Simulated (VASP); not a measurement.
Band structure of MoS (relaxed from the CsCl type structure, space group Pm-3m). Method: PBEsol GGA, VASP's PBE PAW potentials (set 64) (plane waves; VASP 6.6.1).

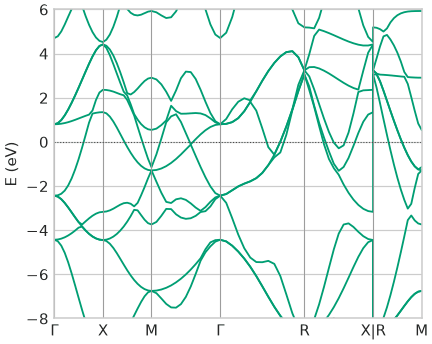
Figure: Bands along high-symmetry lines, zero at the valence-band maximum or, without a gap, the Fermi level

**Question.** Read the plot: is there a gap, and where are the band edges?

**Answer.** It has no gap at this level: it comes out as a metal or semimetal. (Edges off the drawn lines would not show.)

The structure was generated: MoS was put into the CsCl type type (Pm-3m), which need not be its known phase. It was relaxed first, which changed the volume by -31 %.
